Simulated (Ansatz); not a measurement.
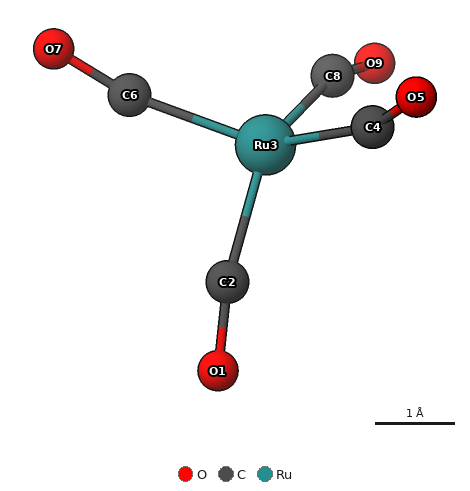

**Figure 1.** The input geometry (ball-and-stick view, seen at a tilt; atoms are numbered from 1 in the order of the input). Sticks mark near contacts. Bond lengths as drawn: C–O 1.14 Å and C–Ru 1.88 Å.

# Run report: C4O4Ru, geometry relaxation

C4O4Ru, computed with RKS PBE0-D4/def2-TZVP (Ansatz 0.2.0).

The geometry: GFN2-xTB start. Figures and captions count atoms from 1; the log counts them from 0 in places.

Input:
```yaml
crystal:
  periodic: [false, false, false]
  atoms:
    - {symbol: O, position_ang: [2.378060, -1.530490, -0.945840]}
    - {symbol: C, position_ang: [1.515950, -0.798700, -0.781270]}
    - {symbol: Ru, position_ang: [0.000260, 0.001020, 0.000120]}
    - {symbol: C, position_ang: [-1.233240, -0.475300, -1.341260]}
    - {symbol: O, position_ang: [-1.959080, -0.375410, -2.218110]}
    - {symbol: C, position_ang: [0.860710, 1.545110, 0.650430]}
    - {symbol: O, position_ang: [1.162130, 2.643300, 0.746490]}
    - {symbol: C, position_ang: [-1.141640, -0.268990, 1.473520]}
    - {symbol: O, position_ang: [-1.583160, -0.740540, 2.415920]}
basis:
  gaussian: {orbitals: def2-TZVP}
hamiltonian: {xc: pbe0, dispersion: d4}
relax: {f_tol: 0.005, max_steps: 150}
```

Command:
```bash
ansatz run in.yaml --threads 4 --pin off --events-out ev --progress --plain --max-ram 11315MiB
```

Output:
```
Functional definition: PBE0
  name "PBE0"
  cite "Adamo & Barone, J. Chem. Phys. 110, 6158 (1999) doi:10.1063/1.478522"
  cite "Perdew, Burke & Ernzerhof, Phys. Rev. Lett. 77, 3865 (1996) doi:10.1103/PhysRevLett.77.3865"
  parent pbe
  parameter a = 0.25
  parameter kappa = 0.804
  parameter beta = 0.06672455060314922
  exchange = (1 - a)*pbe_x(kappa = kappa, mu = beta*pi^2/3) + a*exact_x
  correlation = pbe_c(beta = beta)
1702 factors; their error is unknown
mean field evaluation 1: about -14904.9074 eV, gradient 6.5e1 eV
mean field evaluation 2: about -14890.4458 eV, gradient 1.1e2 eV
mean field evaluation 4: about -14911.1753 eV, gradient 1.8e1 eV
mean field evaluation 8: about -14911.8059 eV, gradient 3.3e-1 eV
mean field evaluation 16: about -14911.8060 eV, gradient 4.2e-5 eV
mean field -14911.80601499 eV, -547.9987634657 hartree, gradient 4.2e-5 eV, S^2 0.000000; 0 other end points of the search recorded, 0 dependent functions left out
the calculation of the forces begins
reference -14911.80605479 eV, -547.9987649285 hartree; 36, 36 occupied and 252, 252 virtual orbitals, 1702 factors
relax step   1: F+E_penalty+E_count = -14912.07155533 eV  Δ(F+E_penalty+E_count) = +0.000e0 eV  max|allowed force component| = 9.604e-1 eV/Å  Δτ_max = 0.0000 Å  (31 SCF iters, accepted)
these checks for a lower state are left out or cut short: starts, cluster_reference, orbital_swaps, neighbouring_geometries, increment
1702 factors; their error is unknown
mean field -14911.90439107 eV, -548.0023787199 hartree, gradient 2.4e-5 eV, S^2 0.000000; 0 other end points of the search recorded, 0 dependent functions left out
[... from here on the field's lines of each further geometry are left out, up to the last ...]
relax step   2: F+E_penalty+E_count = -14912.16746929 eV  Δ(F+E_penalty+E_count) = -9.591e-2 eV  max|allowed force component| = 5.498e-1 eV/Å  Δτ_max = 0.1006 Å  (41 SCF iters, accepted)
relax step   3: F+E_penalty+E_count = -14912.24598352 eV  Δ(F+E_penalty+E_count) = -7.851e-2 eV  max|allowed force component| = 5.888e-1 eV/Å  Δτ_max = 0.1964 Å  (40 SCF iters, accepted)
relax step   4: F+E_penalty+E_count = -14912.27615079 eV  Δ(F+E_penalty+E_count) = -3.017e-2 eV  max|allowed force component| = 1.686e-1 eV/Å  Δτ_max = 0.2000 Å  (40 SCF iters, accepted)
relax step   5: F+E_penalty+E_count = -14912.28117863 eV  Δ(F+E_penalty+E_count) = -5.028e-3 eV  max|allowed force component| = 1.052e-1 eV/Å  Δτ_max = 0.0386 Å  (36 SCF iters, accepted)
relax step   6: F+E_penalty+E_count = -14912.28416258 eV  Δ(F+E_penalty+E_count) = -2.984e-3 eV  max|allowed force component| = 6.515e-2 eV/Å  Δτ_max = 0.0938 Å  (44 SCF iters, accepted)
relax step   7: F+E_penalty+E_count = -14912.28664896 eV  Δ(F+E_penalty+E_count) = -2.486e-3 eV  max|allowed force component| = 1.252e-1 eV/Å  Δτ_max = 0.0540 Å  (37 SCF iters, accepted)
relax step   8: F+E_penalty+E_count = -14912.28767599 eV  Δ(F+E_penalty+E_count) = -1.027e-3 eV  max|allowed force component| = 1.070e-1 eV/Å  Δτ_max = 0.0228 Å  (38 SCF iters, accepted)
relax step   9: F+E_penalty+E_count = -14912.28922943 eV  Δ(F+E_penalty+E_count) = -1.553e-3 eV  max|allowed force component| = 4.575e-2 eV/Å  Δτ_max = 0.0344 Å  (37 SCF iters, accepted)
relax step  10: F+E_penalty+E_count = -14912.29191266 eV  Δ(F+E_penalty+E_count) = -2.683e-3 eV  max|allowed force component| = 4.249e-2 eV/Å  Δτ_max = 0.0565 Å  (39 SCF iters, accepted)
relax step  11: F+E_penalty+E_count = -14912.26796096 eV  Δ(F+E_penalty+E_count) = +2.395e-2 eV  max|allowed force component| = 8.175e-1 eV/Å  Δτ_max = 0.1525 Å  (45 SCF iters, rejected (line search))
relax step  12: F+E_penalty+E_count = -14912.29256793 eV  Δ(F+E_penalty+E_count) = -6.553e-4 eV  max|allowed force component| = 2.004e-2 eV/Å  Δτ_max = 0.0264 Å  (38 SCF iters, accepted)
relax step  13: F+E_penalty+E_count = -14912.29271468 eV  Δ(F+E_penalty+E_count) = -1.467e-4 eV  max|allowed force component| = 2.687e-2 eV/Å  Δτ_max = 0.0218 Å  (38 SCF iters, accepted)
relax step  14: F+E_penalty+E_count = -14912.29278516 eV  Δ(F+E_penalty+E_count) = -7.048e-5 eV  max|allowed force component| = 5.831e-3 eV/Å  Δτ_max = 0.0087 Å  (38 SCF iters, accepted)
the calculation of the forces begins
reference -14912.02717915 eV, -548.0068910987 hartree; 36, 36 occupied and 252, 252 virtual orbitals, 1702 factors
relax step  15: F+E_penalty+E_count = -14912.29280538 eV  Δ(F+E_penalty+E_count) = -2.022e-5 eV  max|allowed force component| = 1.058e-3 eV/Å  Δτ_max = 0.0040 Å  (39 SCF iters, accepted)
1702 factors; their error is unknown
mean field evaluation 128: about -14904.4875 eV, gradient 6.7e1 eV
```

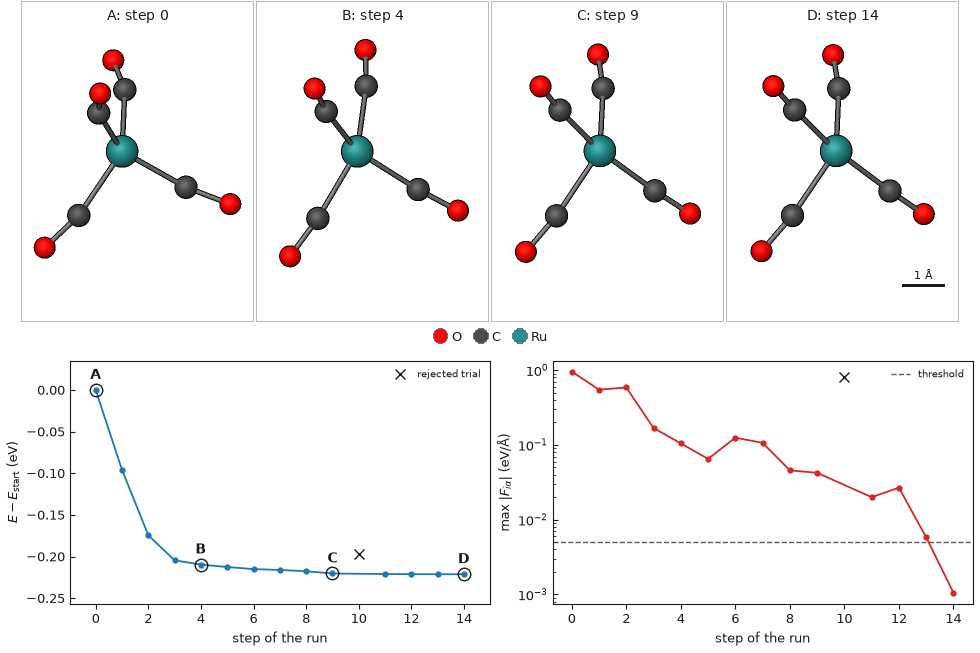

**Figure 2.** Frames of the relaxation (ball-and-stick view, seen at a tilt) above the curves, on which the letters mark them (the first geometry is step 0 here and step 1 in the log).

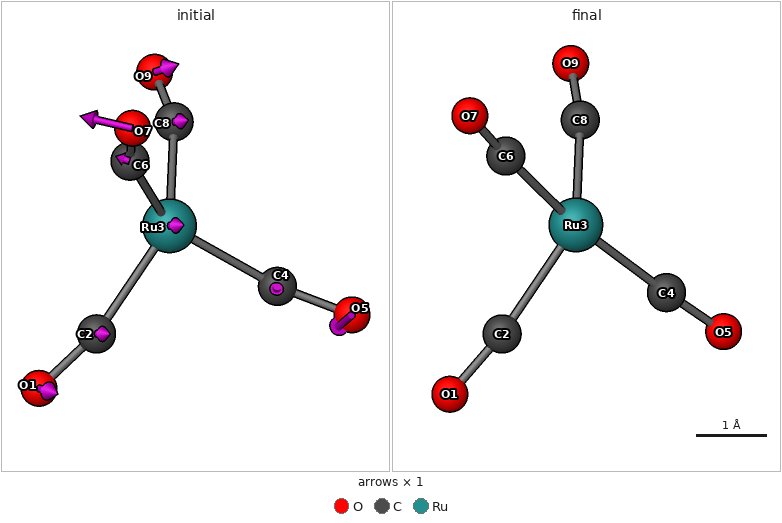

**Figure 3.** Before (left) and after (right) the relaxation, at one scale (ball-and-stick view, seen at a tilt). The pink arrows give the displacements, at true length. Over 14 geometry steps the energy falls by 0.221 eV. The largest force component goes from 0.96 to 0.0011 eV/Å. The line search rejected the trial step at point 10 (counted from 0) and went back. The largest moves after the best rigid fit, 0.82 Å, are those of O5 and O7. Largest moves by element: O 0.82 Å, Ru 0.30 Å, C 0.29 Å. Distances before and after: Ru3–C4 1.884 → 1.934 Å, C2–Ru3 1.883 → 1.900 Å, C4–O5 1.143 → 1.134 Å. Among the angles that change: C4–Ru3–C6 138.8° → 168.2°, Ru3–C6–O7 159.6° → 175.5°, Ru3–C8–O9 159.8° → 169.1°. (Atoms are counted from 1 in the order of the input.)

```
mean field -14912.02713858 eV, -548.0068896077 hartree, gradient 2.6e-5 eV, S^2 0.000000; 1 other end points of the search recorded, 0 dependent functions left out
the calculation of the forces begins
reference -14912.02717915 eV, -548.0068910987 hartree; 36, 36 occupied and 252, 252 virtual orbitals, 1702 factors
Total energy: -14912.29284595 eV, -548.0166541736 hartree
Atom 0 at     2.346194    -1.196734    -1.251001 Å, force    -0.000000     0.000436    -0.000474 eV/Å
Atom 1 at     1.445323    -0.568935    -0.941770 Å, force     0.000126    -0.000291     0.000310 eV/Å
Atom 2 at    -0.083915     0.239379    -0.155130 Å, force    -0.000209     0.000905    -0.000662 eV/Å
Atom 3 at    -1.282116    -0.703800    -1.344822 Å, force    -0.000518    -0.000565    -0.000189 eV/Å
Atom 4 at    -2.002044    -1.178894    -2.081110 Å, force     0.000807     0.000137     0.000771 eV/Å
Atom 5 at     1.001596     1.504002     0.826242 Å, force     0.000371     0.000266     0.000420 eV/Å
Atom 6 at     1.605798     2.309056     1.348697 Å, force    -0.000408    -0.001058    -0.000241 eV/Å
Atom 7 at    -1.233863    -0.034223     1.332656 Å, force     0.000171    -0.000367     0.000240 eV/Å
Atom 8 at    -1.796982    -0.369851     2.266239 Å, force    -0.000341     0.000538    -0.000175 eV/Å
Dipole moment:    -0.062142     0.177293    -0.114891 e Å
```

Trajectory as extended XYZ (Å, eV, eV/Å), 11 of the 15 frames kept, from step=1 to step=15:
```
9
Properties=species:S:1:pos:R:3:forces:R:3 step=1 energy=-14912.07156
O     2.3781   -1.5305   -0.9458   -0.1478   0.3706  -0.2169
C     1.5159   -0.7987   -0.7813    0.6367  -0.7068   0.0370
Ru    0.0003    0.0010    0.0001    0.0033   0.0001  -0.0012
C    -1.2332   -0.4753   -1.3413   -0.5535   0.2801  -0.7120
O    -1.9591   -0.3754   -2.2181    0.1491  -0.3380   0.2511
C     0.8607    1.5451    0.6504    0.1136   0.9605  -0.0912
O     1.1621    2.6433    0.7465    0.1144  -0.3918   0.2276
C    -1.1416   -0.2690    1.4735   -0.2014  -0.5280   0.7435
O    -1.5832   -0.7405    2.4159   -0.1143   0.3532  -0.2379
9
Properties=species:S:1:pos:R:3:forces:R:3 step=2 energy=-14912.16747
O     2.4095   -1.4828   -1.0284   -0.2128   0.3331  -0.1150
C     1.5306   -0.7871   -0.8098    0.3410  -0.4185   0.0676
Ru    0.0004    0.0010    0.0002   -0.0032  -0.0021  -0.0010
C    -1.2437   -0.5079   -1.3459   -0.2913   0.2082  -0.3896
O    -1.9788   -0.4733   -2.2190    0.1871  -0.2266   0.2718
C     0.8823    1.5454    0.6761    0.0312   0.5498  -0.0941
O     1.2238    2.6252    0.8239    0.0290  -0.4009   0.1296
C    -1.1681   -0.2488    1.4805   -0.0737  -0.3348   0.4208
O    -1.6561   -0.6717    2.4224   -0.0074   0.2918  -0.2900
9
Properties=species:S:1:pos:R:3:forces:R:3 step=4 energy=-14912.27615
O     2.4487   -1.2311   -1.3242    0.0070   0.0503  -0.0586
C     1.5378   -0.6753   -0.9310   -0.0829  -0.0612   0.1506
Ru   -0.0008    0.0026   -0.0016   -0.0001   0.0020   0.0002
C    -1.2419   -0.6692   -1.3058    0.0591   0.1686   0.0321
O    -1.9893   -0.8579   -2.1417   -0.0022  -0.0754   0.0143
C     0.9635    1.4634    0.7912   -0.1183  -0.0085  -0.1412
O     1.4313    2.4494    1.1102    0.0421  -0.0291   0.0580
C    -1.2601   -0.1168    1.4444    0.1471  -0.1057  -0.0517
O    -1.8893   -0.3653    2.3584   -0.0518   0.0591  -0.0037
9
Properties=species:S:1:pos:R:3:forces:R:3 step=5 energy=-14912.28118
O     2.4501   -1.2058   -1.3514   -0.0903   0.0400   0.0546
C     1.5359   -0.6751   -0.9293    0.0429   0.0025  -0.0481
Ru   -0.0012    0.0033   -0.0023   -0.0055  -0.0072  -0.0106
C    -1.2412   -0.6677   -1.3048   -0.0371  -0.0518  -0.0414
O    -1.9882   -0.8950   -2.1330    0.0802   0.0423   0.0890
C     0.9627    1.4624    0.7892    0.0439   0.0445   0.0614
O     1.4497    2.4302    1.1382   -0.0625  -0.1052  -0.0579
C    -1.2588   -0.1179    1.4422   -0.0482   0.0302   0.0530
O    -1.9090   -0.3345    2.3511    0.0767   0.0048  -0.0999
9
Properties=species:S:1:pos:R:3:forces:R:3 step=7 energy=-14912.28665
O     2.4014   -1.2148   -1.2876    0.0396  -0.0368  -0.0044
C     1.4929   -0.6313   -0.9261   -0.0616   0.0491   0.0112
Ru   -0.0424    0.1227   -0.0791    0.0054  -0.0348   0.0160
C    -1.2654   -0.6842   -1.3273    0.0878   0.0452   0.0821
O    -2.0060   -1.0160   -2.1192   -0.1156  -0.0692  -0.1179
C     0.9843    1.4889    0.8071   -0.0647  -0.0903  -0.0448
O     1.5237    2.3930    1.2285    0.0899   0.1252   0.0742
C    -1.2412   -0.0878    1.3911    0.0374   0.0373  -0.0585
O    -1.8473   -0.3707    2.3127   -0.0183  -0.0258   0.0421
9
Properties=species:S:1:pos:R:3:forces:R:3 step=8 energy=-14912.28768
O     2.3964   -1.2107   -1.2893   -0.0210   0.0060   0.0175
C     1.4877   -0.6243   -0.9305    0.0048  -0.0020  -0.0075
Ru   -0.0468    0.1322   -0.0863    0.0173   0.0178   0.0148
C    -1.2664   -0.6893   -1.3314   -0.1035  -0.0425  -0.0911
O    -2.0065   -1.0387   -2.1197    0.0872   0.0289   0.0879
C     0.9854    1.4891    0.8123    0.0707   0.1070   0.0384
O     1.5339    2.3842    1.2469   -0.0577  -0.1035  -0.0362
C    -1.2397   -0.0781    1.3877   -0.0242  -0.0148  -0.0130
O    -1.8439   -0.3643    2.3104    0.0265   0.0032  -0.0108
9
Properties=species:S:1:pos:R:3:forces:R:3 step=9 energy=-14912.28923
O     2.3848   -1.2056   -1.2738    0.0223  -0.0250   0.0033
C     1.4763   -0.6106   -0.9287   -0.0042   0.0078  -0.0193
Ru   -0.0571    0.1596   -0.1044    0.0249   0.0036   0.0234
C    -1.2710   -0.6929   -1.3334   -0.0397  -0.0003  -0.0351
O    -2.0081   -1.0680   -2.1103   -0.0136  -0.0301  -0.0153
C     0.9899    1.4905    0.8143    0.0128   0.0458  -0.0031
O     1.5518    2.3667    1.2660    0.0232   0.0105   0.0303
C    -1.2360   -0.0704    1.3727   -0.0254   0.0025  -0.0170
O    -1.8306   -0.3693    2.2976   -0.0005  -0.0147   0.0328
9
Properties=species:S:1:pos:R:3:forces:R:3 step=11 energy=-14912.26796 accepted=F
O     2.3068   -1.1955   -1.2037   -0.2826   0.1925   0.0995
C     1.4106   -0.5337   -0.9400    0.2550  -0.1315  -0.1497
Ru   -0.1144    0.3244   -0.2108    0.1085  -0.1979   0.1832
C    -1.2978   -0.7118   -1.3599   -0.6051  -0.3449  -0.6098
O    -2.0071   -1.2709   -2.0616    0.7508   0.5513   0.7451
C     1.0130    1.5205    0.8345    0.4946   0.7027   0.3861
O     1.6579    2.2662    1.4147   -0.6750  -0.8175  -0.5877
C    -1.2172   -0.0064    1.2955   -0.2496  -0.0787   0.2126
O    -1.7518   -0.3927    2.2314    0.2033   0.1241  -0.2793
9
Properties=species:S:1:pos:R:3:forces:R:3 step=12 energy=-14912.29257
O     2.3506   -1.2093   -1.2427    0.0039   0.0004  -0.0045
C     1.4499   -0.5809   -0.9344    0.0044  -0.0057   0.0012
Ru   -0.0792    0.2260   -0.1465   -0.0075   0.0200  -0.0128
C    -1.2824   -0.6964   -1.3468    0.0097   0.0024   0.0104
O    -2.0065   -1.1490   -2.0933   -0.0020  -0.0032  -0.0014
C     0.9978    1.5080    0.8208   -0.0058  -0.0126  -0.0042
O     1.5923    2.3301    1.3278    0.0026   0.0013   0.0029
C    -1.2301   -0.0461    1.3407   -0.0004  -0.0047   0.0054
O    -1.7924   -0.3825    2.2743   -0.0049   0.0022   0.0029
9
Properties=species:S:1:pos:R:3:forces:R:3 step=14 energy=-14912.29278
O     2.3459   -1.1991   -1.2479    0.0024  -0.0032   0.0005
C     1.4452   -0.5706   -0.9397   -0.0006   0.0056  -0.0047
Ru   -0.0839    0.2394   -0.1550    0.0000   0.0007   0.0000
C    -1.2826   -0.7018   -1.3456    0.0010  -0.0047   0.0025
O    -2.0029   -1.1756   -2.0825    0.0003   0.0017  -0.0003
C     1.0010    1.5057    0.8249    0.0020  -0.0041   0.0027
O     1.6049    2.3118    1.3462   -0.0014   0.0004  -0.0011
C    -1.2325   -0.0364    1.3331   -0.0035   0.0058  -0.0028
O    -1.7950   -0.3733    2.2666   -0.0002  -0.0022   0.0033
9
Properties=species:S:1:pos:R:3:forces:R:3 step=15 energy=-14912.29280
O     2.3462   -1.1967   -1.2510    0.0000   0.0004  -0.0005
C     1.4453   -0.5689   -0.9418    0.0001  -0.0003   0.0003
Ru   -0.0839    0.2394   -0.1551   -0.0002   0.0009  -0.0007
C    -1.2821   -0.7038   -1.3448   -0.0005  -0.0006  -0.0002
O    -2.0020   -1.1789   -2.0811    0.0008   0.0001   0.0008
C     1.0016    1.5040    0.8262    0.0004   0.0003   0.0004
O     1.6058    2.3091    1.3487   -0.0004  -0.0011  -0.0002
C    -1.2339   -0.0342    1.3327    0.0002  -0.0004   0.0002
O    -1.7970   -0.3699    2.2662   -0.0003   0.0005  -0.0002
```

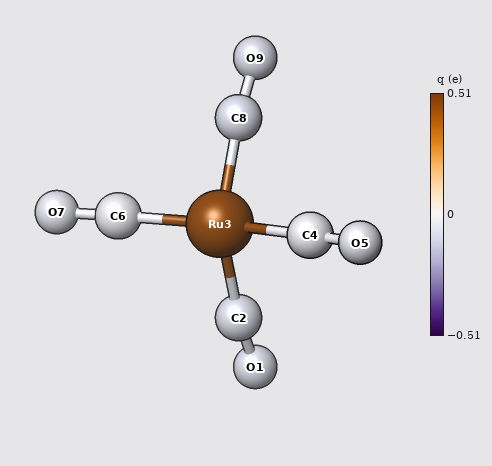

**Figure 4.** Mulliken charges, as the colour of each atom (ball-and-stick view, seen at a tilt; atoms are numbered from 1 in the order of the input; Mulliken charges depend strongly on the basis). By element: O −0.08 to −0.05, C −0.08 to −0.03 and Ru +0.48 e.

Summary:

```tsv
quantity	value
outcome	converged
total energy	−14912.2928 eV
mean-field energy	−14912.0272 eV
dispersion energy	−0.2657 eV
SCF solution under orbital rotations	stable
largest force (length of the vector) at the end	0.001 eV/Å
dipole moment	1.06 D
hardware	4 threads of Intel Xeon @ 2.50GHz, 180 GiB of memory available, shared host
wall time	3.9 min (CPU time 14 min)
peak memory	1 GiB
```
